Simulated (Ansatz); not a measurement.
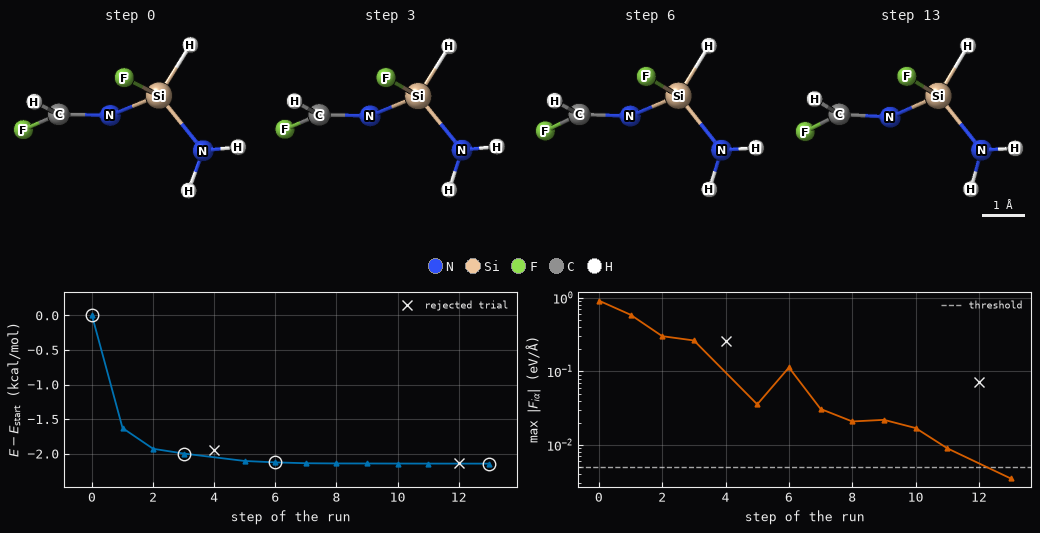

Frames of a relaxation of CH4F2N2Si, marked on the history of the run. A ball-and-stick model, seen at a tilt.

The start comes from PBE-D4/def2-SVP.

All numbers below come from Ansatz, RKS PBE0-D4/def2-TZVP.

Input file:
```yaml
crystal:
  periodic: [false, false, false]
  atoms:
    - {symbol: N, position_ang: [-0.220465, -1.838409, -0.545218]}
    - {symbol: Si, position_ang: [0.557928, -0.312781, -0.549982]}
    - {symbol: F, position_ang: [1.767150, -0.171986, 0.569038]}
    - {symbol: N, position_ang: [-0.656720, 0.887605, -0.171646]}
    - {symbol: C, position_ang: [-0.571592, 1.710494, 0.771705]}
    - {symbol: F, position_ang: [-1.536842, 2.619238, 1.000377]}
    - {symbol: H, position_ang: [0.261322, -2.682727, -0.858939]}
    - {symbol: H, position_ang: [-0.953825, -2.046277, 0.134818]}
    - {symbol: H, position_ang: [1.195697, -0.051191, -1.871807]}
    - {symbol: H, position_ang: [0.240447, 1.834934, 1.524653]}
basis:
  gaussian: {orbitals: def2-TZVP}
hamiltonian: {xc: pbe0, dispersion: d4}
relax: {f_tol: 0.005, max_steps: 150}
```

Command:
```bash
ansatz run in.yaml --threads 4 --pin off --events-out ev --progress --plain --max-ram 10444MiB
```

Question: What happens along the run?

Answer: Over 11 accepted moves (13 points after the start) the energy falls by 2.14 kcal/mol. The largest force component goes from 0.92 to 0.0035 eV/Å. The line search rejected the trial steps at points 4, 12 of the run. The atom that moves furthest after the best rigid fit is H8 (0.19 Å). Largest moves by element: H 0.19 Å, N 0.07 Å, F 0.07 Å, C 0.03 Å, Si 0.02 Å. Some distances before and after: Si2–F3 1.654 → 1.606 Å, Si2–N4 1.749 → 1.722 Å, N1–Si2 1.713 → 1.686 Å, C5–H10 1.114 → 1.094 Å. Among the angles between lasting bonds that change: Si2–N1–H7 121.4° → 123.7°. The run took 27 s on 4 threads of Intel Xeon 6975P-C (shared host). From step 0 to 3: H atoms move most (0.05 Å), energy −2.00 kcal/mol. From step 3 to 6: H8 moves most (0.08 Å), energy −0.13 kcal/mol. From step 6 to 13: H8 moves most (0.07 Å), energy −0.02 kcal/mol.
